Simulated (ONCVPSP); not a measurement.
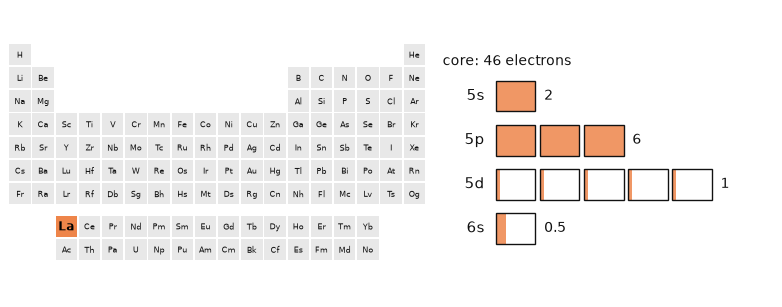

**Figure 1.** Left, the place of lanthanum in the periodic table; right, the valence shells of the reference configuration: a box for each of the 2l + 1 orbitals, shaded by the share of the shell that is filled, with the electron count at the right.

# Run report: La, pseudopotential generation

- system: lanthanum (La, Z = 57), core [Kr] 4d10, reference valence 5s2 5p6 5d1 6s0.5 (an ion of charge +1.5), valence charge 11.
- method: ONCV potential, PBE, scalar-relativistic, made with ONCVPSP 4.0.1

**Results in brief**

- outcome: generated, with a spurious state above the valence levels
- cutoffs needed: 8.9 Ha and 31 Ha (the cutoffs at which the residual kinetic energy of the hardest occupied pseudo-wave falls to 1 and 0.1 mHa per electron); the channels without a valence shell are harder: f needs 55 Ha for 1 mHa
- ghost test: no bound ghost flagged; GHOST(+) flagged for s at 16.0 eV, p at 160.6 eV
- largest excitation error: +1350 meV (all-electron minus pseudo) for 4f1 5s2 5p6 5d1 6s0, out of 4 test configurations
- rms error of d²Exc/dni dnj: 2.88 mHa without and 1.63 mHa with the model core
- clearest signs, in the scattering phases, of states that the all-electron atom lacks: s near 0.6 Ha
- range over which the phases arctan(r R′/R) at the test radius agree within 0.05 rad (a looser test near the poles than one of phase shifts): s: up to about 0.5 Ha; p: up to about 4.9 Ha; d: over the whole range computed; f: up to about 2.7 Ha
- hardware: 1 CPU thread, shared host
- wall time: 5.3 s

**Remarks**

The scattering phases show an s state near 0.6 Ha, 1.0 Ha above the channel's reference energy, that the all-electron atom lacks, which is too close to the valence region for the potential to be used. An excitation error of 1350 meV in its own tests makes this a poorly transferable potential. Warnings of the program, in the generation or the tests: wellstate: localized bound state found for n= 4 l= 3.

**Input**
```
# ATOM AND REFERENCE CONFIGURATION
# atsym  z   nc   nv     iexc    psfile
  La 57.00    9    4        4      upf
#
#   n    l    f
    1    0    2.00
    2    0    2.00
    2    1    6.00
    3    0    2.00
    3    1    6.00
    3    2   10.00
    4    0    2.00
    4    1    6.00
    4    2   10.00
    5    0    2.00
    5    1    6.00
    5    2    1.00
    6    0    0.50
#
# PSEUDOPOTENTIAL AND OPTIMIZATION
# lmax
    3
#
#   l,   rc,      ep,       ncon, nbas, qcut
    0    2.80    0.00    3    6    5.50
    1    2.00    0.00    3    8    4.60
    2    2.30    0.00    4    7    3.80
    3    2.55    0.02    3    7    4.20
#
# LOCAL POTENTIAL
# lloc, lpopt,  rc(5),   dvloc0
    4    5    1.55    0.00
#
# VANDERBILT-KLEINMAN-BYLANDER PROJECTORs
# l, nproj, debl
    0    2    2.40
    1    2    3.70
    2    2    3.70
    3    2    0.80
#
# MODEL CORE CHARGE
# icmod, fcfact, rcfact
    3    3.00    1.55
#
# LOG DERIVATIVE ANALYSIS
# epsh1, epsh2, depsh
   -3.00    5.00    0.02
#
# OUTPUT GRID
# rlmax, drl
    6.00    0.01
#
# TEST CONFIGURATIONS
# ncnf
    4
# nvcnf
#   n    l    f
    4
    5    0    2.00
    5    1    6.00
    5    2    1.00
    6    0    2.00
#
    4
    5    0    2.00
    5    1    6.00
    5    2    1.00
    6    0    1.00
#
    4
    5    0    2.00
    5    1    6.00
    5    2    1.00
    6    0    0.00
#
    5
    5    0    2.00
    5    1    6.00
    5    2    1.00
    6    0    0.00
    4    3    1.00
#
```

Launched with:
```bash
oncvpsp.x < La.dat > La.out
```

**Output (extracts)**
```
ONCVPSP  (Optimized Norm-Conservinng Vanderbilt PSeudopotential)
scalar-relativistic version 4.0.1

#   n    l    f        energy (Ha)
    1    0    2.00    -1.4244704E+03
    2    0    2.00    -2.2704469E+02
    2    1    6.00    -2.0351799E+02
    3    0    2.00    -4.8827893E+01
    3    1    6.00    -4.1316312E+01
    3    2   10.00    -3.0527703E+01
    4    0    2.00    -1.0129502E+01
    4    1    6.00    -7.6869924E+00
    4    2   10.00    -4.1532305E+00
    5    0    2.00    -1.7647998E+00
    5    1    6.00    -1.1560022E+00
    5    2    1.00    -4.2310651E-01
    6    0    0.50    -3.9931425E-01

Reference configufation results
  iterations    24
  all-electron total energy (Ha)   -8.49288979D+03

Begin loop to  construct optimized pseudo wave functions
and semi-local pseudopoentials for all angular momenta

Calculating optimized projector #   1

 for l=   0

    Fraction of norm inside rc  0.980314
    Optimizing pswf for qcut=   5.51 a_B^-1,  ecut=  15.16 Ha
    Residual kinetic energy error=  6.56D-08 Ha

    Energy error per electron        Cutoff
         Ha          eV             Ha
         0.01000     0.27211        4.84
         0.00100     0.02721        7.34
         0.00010     0.00272        9.10
         0.00001     0.00027       10.48

Calculating optimized projector #   2

 for l=   0

    Fraction of norm inside rc  0.165376
    Optimizing pswf for qcut=   5.51 a_B^-1,  ecut=  15.16 Ha
    Residual kinetic energy error=  8.17D-09 Ha

    Energy error per electron        Cutoff
         Ha          eV             Ha
         0.01000     0.27211        4.18
         0.00100     0.02721        7.62
         0.00010     0.00272        9.84
         0.00001     0.00027       11.48

   Wellstate for l =  1  n =  8
     eigenvalue =   2.5440
     asymptotic potential =   3.0440
     half-point radius =  4.1049

Calculating optimized projector #   1

 for l=   1

    Fraction of norm inside rc  0.675334
    Optimizing pswf for qcut=   4.59 a_B^-1,  ecut=  10.53 Ha
    Residual kinetic energy error=  3.24D-04 Ha

    Energy error per electron        Cutoff
         Ha          eV             Ha
         0.01000     0.27211        3.86
         0.00100     0.02721        8.87
         0.00010     0.00272       31.12
         0.00001     0.00027       74.62

Calculating optimized projector #   2

 for l=   1

    Fraction of norm inside rc  0.071125
    Optimizing pswf for qcut=   4.59 a_B^-1,  ecut=  10.53 Ha
    Residual kinetic energy error=  2.17D-03 Ha

    Energy error per electron        Cutoff
         Ha          eV             Ha
         0.01000     0.27211        8.02
         0.00100     0.02721       12.33
         0.00010     0.00272       62.24
         0.00001     0.00027       90.20

   Wellstate for l =  2  n =  8
     eigenvalue =   3.2769
     asymptotic potential =   3.7769
     half-point radius =  4.1330

Calculating optimized projector #   1

 for l=   2

    Fraction of norm inside rc  0.411127
    Optimizing pswf for qcut=   3.80 a_B^-1,  ecut=   7.22 Ha
    Residual kinetic energy error=  7.97D-05 Ha

    Energy error per electron        Cutoff
         Ha          eV             Ha
         0.01000     0.27211        4.30
         0.00100     0.02721        5.80
         0.00010     0.00272        7.20
         0.00001     0.00027       11.82

Calculating optimized projector #   2

 for l=   2

    Fraction of norm inside rc  0.113112
    Optimizing pswf for qcut=   3.80 a_B^-1,  ecut=   7.22 Ha
    Residual kinetic energy error=  9.21D-03 Ha

    Energy error per electron        Cutoff
         Ha          eV             Ha
         0.01000     0.27211        7.04
         0.00100     0.02721        8.60
         0.00010     0.00272       15.03
         0.00001     0.00027       38.28

WARNING wellstate: localized bound state found for n= 4 l= 3
WARNING this state with energy -0.49440784
WARNING will be used for the first projector

   Wellstate for l =  3  n =  6
     eigenvalue =   0.3056
     asymptotic potential =   0.8056
     half-point radius =  8.1377

Calculating optimized projector #   1

 for l=   3

    Fraction of norm inside rc  0.959241
    Optimizing pswf for qcut=   4.20 a_B^-1,  ecut=   8.84 Ha
    Residual kinetic energy error=  7.21D-02 Ha

    Energy error per electron        Cutoff
         Ha          eV             Ha
         0.01000     0.27211       30.36
         0.00100     0.02721       55.28

Calculating optimized projector #   2

 for l=   3

    Fraction of norm inside rc  0.098495
    Optimizing pswf for qcut=   4.20 a_B^-1,  ecut=   8.84 Ha
    Residual kinetic energy error=  6.85D-02 Ha

    Energy error per electron        Cutoff
         Ha          eV             Ha
         0.01000     0.27211       15.95
         0.00100     0.02721       41.28
         0.00010     0.00272       58.96

Construct Vanderbilt / Kleinmman-Bylander projectors

B matrix Hermiticity error, ll=   0
   1   2    1.0632E-04

  Orthonormal projector coefficients  6.5558E+00  9.1345E-01

B matrix Hermiticity error, ll=   1
   1   2    2.7710E-04

  Orthonormal projector coefficients  6.3253E+00  1.2756E+00

B matrix Hermiticity error, ll=   2
   1   2    1.6408E-04

  Orthonormal projector coefficients  4.0586E+00  6.2232E-01

B matrix Hermiticity error, ll=   3
   1   2   -6.4879E-05

  Orthonormal projector coefficients -6.4125E+00 -2.9585E+00

Model core correction analysis
  based on d2Exc/dn_idn_j

d2excae - all-electron derivatives

   -2.641543D-02   -2.305501D-02   -1.113487D-02   -2.933362D-03
   -2.305501D-02   -2.304001D-02   -1.531422D-02   -4.795443D-03
   -1.113422D-02   -1.531373D-02   -2.175499D-02   -1.856567D-02
   -2.931923D-03   -4.793210D-03   -1.858171D-02   -3.582056D-02

d2excps - pseudofunction derivatives with no core correction

   -3.640896D-02   -2.624572D-02   -1.181504D-02   -4.540956D-03
   -2.624649D-02   -2.521203D-02   -1.596839D-02   -5.366068D-03
   -1.181450D-02   -1.596783D-02   -2.188249D-02   -1.876301D-02
   -4.540684D-03   -5.363873D-03   -1.877910D-02   -3.605532D-02

rms 2nd derivative error    2.879982E-03

rmatch, rhocmatch    1.2148    3.2257

Teter function model core charge with specified parameters

d2excps - pseudofunction derivatives with core correction

   -2.305392D-02   -1.965618D-02   -1.020797D-02   -3.004870D-03
   -1.965605D-02   -2.072250D-02   -1.465090D-02   -4.706095D-03
   -1.020736D-02   -1.465052D-02   -2.121590D-02   -1.848675D-02
   -3.003465D-03   -4.703895D-03   -1.850259D-02   -3.571879D-02

rms 2nd derivative error    1.633884E-03

Pseudoatom total energy  -31.670455

Diagnostic tests using Vanderbilt-Kleinman-Bylander pseudopotentials
  1 or more projectors used as specified by nproj input data

   l    rcore       rmatch      e in        delta e   norm test  slope test

   0   2.8068312   2.8920527  -1.7647998   0.0000001   1.0000957   1.0000866
   0   2.8068312   2.8920527  -0.3993142   0.0000012   1.0000234   1.0000117

   1   2.0078413   2.0688037  -1.1560022   0.0000647   1.0000826   1.0002123
   1   2.0078413   2.0688037   2.5439978   0.0003964   1.0002214   1.0002214

   2   2.3040024   2.3739569  -0.4231065   0.0000012   1.0000245   1.0000315
   2   2.3040024   2.3739569   3.2768935   0.0000796   1.0001968   1.0001968

   3   2.5506367   2.6280795  -0.4944078  -0.0002448   0.9984991   0.9981532
   3   2.5506367   2.6280795   0.3055921  -0.0007619   1.0009273   1.0009273

 Testing for bound ghosts
   n   l    E NL Schr. Eq   E Basis Diag.   E Cutoff

   1   0       -1.764800       -1.764786     16.46
   2   0       -0.399313       -0.396581     16.46

   2   1       -1.155937       -1.155923     75.05

   3   2       -0.423105       -0.420668     48.44

   4   3       -0.494653       -0.492937     45.72

 Testing for highly-localized positive-energy ghosts
       l    <radius>/rc     E Basis Diag.   E Cutoff

       0        0.328427        0.587355     16.46  WARNING - GHOST(+)

       1        0.956508        5.902429     75.05  WARNING - GHOST(+)

Test configuration 0

   n   l     f        eae           eps        diff
   1   0  2.0000-1424.47041882
   2   0  2.0000 -227.04469323
   2   1  6.0000 -203.51798845
   3   0  2.0000  -48.82789283
   3   1  6.0000  -41.31631250
   3   2 10.0000  -30.52770293
   4   0  2.0000  -10.12950182
   4   1  6.0000   -7.68699236
   4   2 10.0000   -4.15323049
   5   0  2.0000   -1.76479979   -1.76479965    1.47D-07
   5   1  6.0000   -1.15600218   -1.15593747    6.47D-05
   5   2  1.0000   -0.42310651   -0.42310528    1.23D-06
   6   0  0.5000   -0.39931425   -0.39931306    1.19D-06

    Total energies and differences
      AE_ref= -8.49288979D+03  AE_tst= -8.49288979D+03  dif=  0.00D+00
      PS_ref= -3.16704545D+01  PS_tst= -3.16704545D+01  dif=  0.00D+00
      PSP excitation error=  0.00D+00

Test configuration 1

   n   l     f        eae           eps        diff
   1   0  2.0000-1424.13117956
   2   0  2.0000 -226.70673945
   2   1  6.0000 -203.17998646
   3   0  2.0000  -48.48997445
   3   1  6.0000  -40.97839441
   3   2 10.0000  -30.18982646
   4   0  2.0000   -9.79216496
   4   1  6.0000   -7.34978495
   4   2 10.0000   -3.81635258
   5   0  2.0000   -1.43043826   -1.42946760    9.71D-04
   5   1  6.0000   -0.82320022   -0.82313279    6.74D-05
   5   2  1.0000   -0.11356961   -0.11380360   -2.34D-04
   6   0  2.0000   -0.13522399   -0.13512615    9.78D-05

    Total energies and differences
      AE_ref= -8.49288979D+03  AE_tst= -8.49328529D+03  dif= -3.96D-01
      PS_ref= -3.16704545D+01  PS_tst= -3.20658965D+01  dif= -3.95D-01
      PSP excitation error= -5.99D-05

Test configuration 2

   n   l     f        eae           eps        diff
   1   0  2.0000-1424.34753378
   2   0  2.0000 -226.92230502
   2   1  6.0000 -203.39558312
   3   0  2.0000  -48.70554481
   3   1  6.0000  -41.19396476
   3   2 10.0000  -30.40536611
   4   0  2.0000  -10.00745267
   4   1  6.0000   -7.56500342
   4   2 10.0000   -4.03138876
   5   0  2.0000   -1.64426872   -1.64383102    4.38D-04
   5   1  6.0000   -1.03637706   -1.03628022    9.68D-05
   5   2  1.0000   -0.31269927   -0.31277284   -7.36D-05
   6   0  1.0000   -0.30662357   -0.30654283    8.07D-05

    Total energies and differences
      AE_ref= -8.49288979D+03  AE_tst= -8.49306604D+03  dif= -1.76D-01
      PS_ref= -3.16704545D+01  PS_tst= -3.18467108D+01  dif= -1.76D-01
      PSP excitation error=  3.26D-06

Test configuration 3

   n   l     f        eae           eps        diff
   1   0  2.0000-1424.60227329
   2   0  2.0000 -227.17598930
   2   1  6.0000 -203.64930187
   3   0  2.0000  -48.95911438
   3   1  6.0000  -41.44753351
   3   2 10.0000  -30.65891751
   4   0  2.0000  -10.26030449
   4   1  6.0000   -7.81771601
   4   2 10.0000   -4.28376684
   5   0  2.0000   -1.89340706   -1.89400090   -5.94D-04
   5   1  6.0000   -1.28320432   -1.28323817   -3.39D-05
   5   2  1.0000   -0.54013122   -0.54008784    4.34D-05

    Total energies and differences
      AE_ref= -8.49288979D+03  AE_tst= -8.49266590D+03  dif=  2.24D-01
      PS_ref= -3.16704545D+01  PS_tst= -3.14464989D+01  dif=  2.24D-01
      PSP excitation error= -6.79D-05

Test configuration 4

   n   l     f        eae           eps        diff
   1   0  2.0000-1424.05954088
   2   0  2.0000 -226.60991917
   2   1  6.0000 -203.08696949
   3   0  2.0000  -48.35689394
   3   1  6.0000  -40.84611190
   3   2 10.0000  -30.06080077
   4   0  2.0000   -9.67889334
   4   1  6.0000   -7.24338192
   4   2 10.0000   -3.72325225
   5   0  2.0000   -1.46070962   -1.47702113   -1.63D-02
   5   1  6.0000   -0.88098576   -0.88763695   -6.65D-03
   5   2  1.0000   -0.22567155   -0.22036618    5.31D-03
   4   3  1.0000   -0.13382113   -0.21641395   -8.26D-02

    Total energies and differences
      AE_ref= -8.49288979D+03  AE_tst= -8.49303094D+03  dif= -1.41D-01
      PS_ref= -3.16704545D+01  PS_tst= -3.18611668D+01  dif= -1.91D-01
      PSP excitation error=  4.96D-02
```

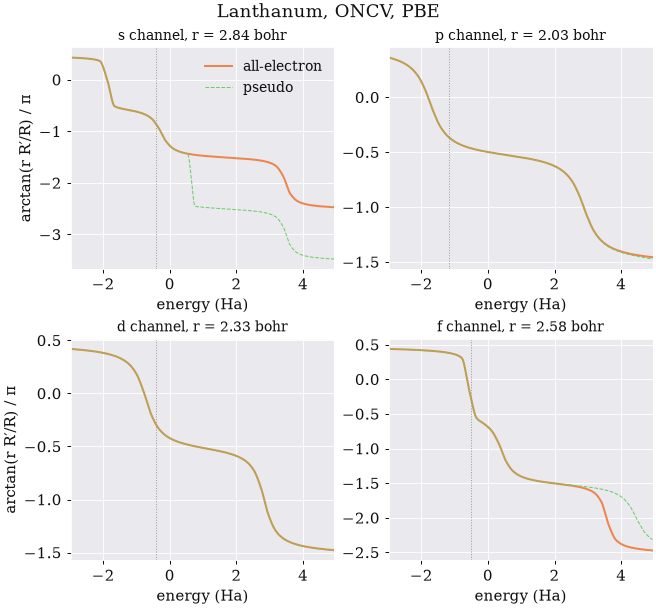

**Figure 2.** Unwrapped phase arctan(r R′/R) in units of π against energy, all-electron (solid) and pseudo (dashed); the pseudo phase is matched to the all-electron one at the reference energy. Here R(r) is the radial function. A near-vertical step is a level narrower than the spacing of the points behind the curves. The dotted line marks the reference energy of the channel.

- First channel to depart above its reference energy: the s channel: its phase error passes 0.05 rad 0.9 Ha above its reference energy, against 3.2 Ha for f.
- Ghost states: Going away from the reference energies, the phases part by more than π/2 in: s at about 0.6 Ha (above its reference energy, pseudo phase lower, at the flagged ghost); f at about 3.6 Ha (above its reference energy, pseudo phase higher). Such a step is either a state that only one of the two atoms has or an ordinary level shifted in energy. The separate test gives: no bound ghost flagged; GHOST(+) flagged for s at 16.0 eV, p at 160.6 eV.
- Range over which the phases agree within 0.05 rad: s: up to about 0.5 Ha; p: up to about 4.9 Ha; d: over the whole range drawn; f: up to about 2.7 Ha.

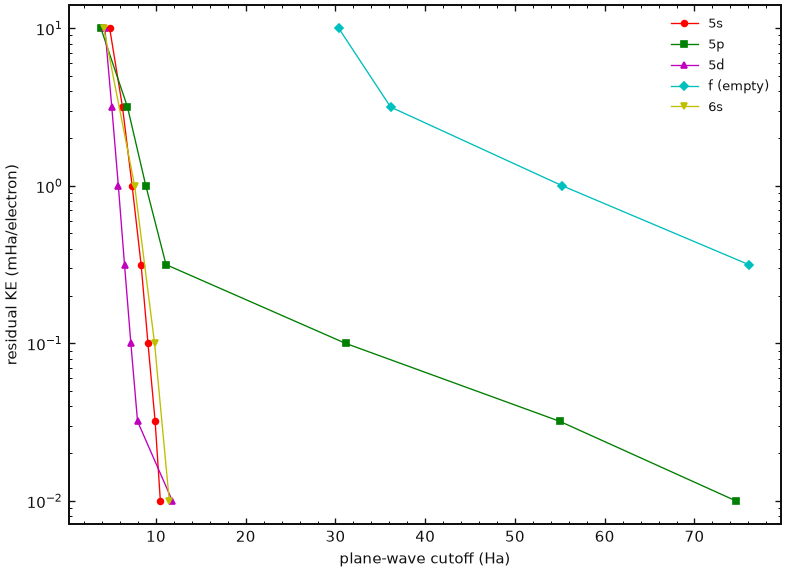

**Figure 3.** Residual kinetic energy of the pseudo-waves (the first of each channel, and further valence shells) beyond the plane-wave cutoff, as the generator prints it.

- Hardest wave at 1 mHa per electron: f (empty), with rc = 2.55 bohr and qcut = 4.2 1/bohr. The optimisation minimises, but can't always remove, the kinetic energy above qcut²/2 = 8.8 Ha, and a larger rc would as a rule soften the wave at some cost in transferability.
- Cutoffs for 1 mHa per electron: f (empty): 55 Ha; 5p: 8.9 Ha; 6s: 7.6 Ha; 5s: 7.3 Ha; 5d: 5.8 Ha.
- Cutoffs for the occupied states: 8.9 Ha for 1 mHa and 31 Ha for 0.1 mHa per electron. The first is set by 5p.

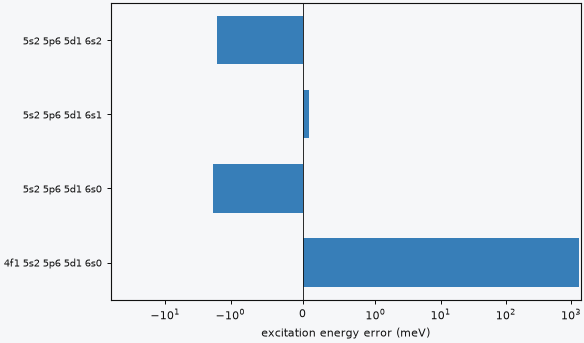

**Figure 4.** Errors, all-electron minus pseudo, of the energies of valence configurations relative to the unpolarised reference 5s2 5p6 5d1 6s0.5.

- Worst configuration: 4f1 5s2 5p6 5d1 6s0 (charge +1): the error is +1350 meV on an all-electron energy of -3.84 eV relative to the reference, or 35 %.
- Configurations within 10 meV and within 50 meV: 3 and 3 of 4.
- Errors in meV: 5s2 5p6 5d1 6s2: -1.6; 5s2 5p6 5d1 6s1: +0.1; 5s2 5p6 5d1 6s0: -1.8; 4f1 5s2 5p6 5d1 6s0: +1350.
